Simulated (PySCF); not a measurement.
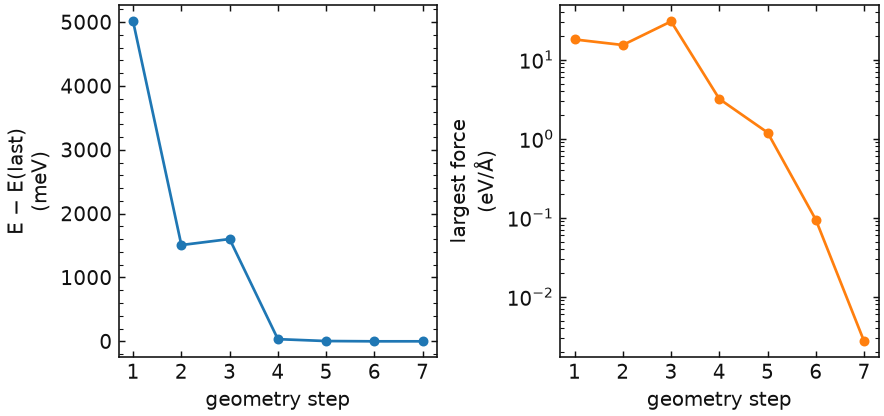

History of a geometry optimisation.

System: N2.
Method: PBE0-D3(BJ)/def2-SVP, geometry optimisation in PySCF.

Question: How did it end, and what did it gain?

Answer: The optimisation met its thresholds at geometry 7, counting the start as the first. The energy fell by about 5000 meV from the first step to the last, with a rise at step 3. The largest force goes from about 18 eV/Å at the start to 2.7 × 10⁻³ eV/Å at the end, with a peak of 31 eV/Å at step 3.

Question: By which step was nine tenths of the energy gained?

Answer: By step 4 of 7.
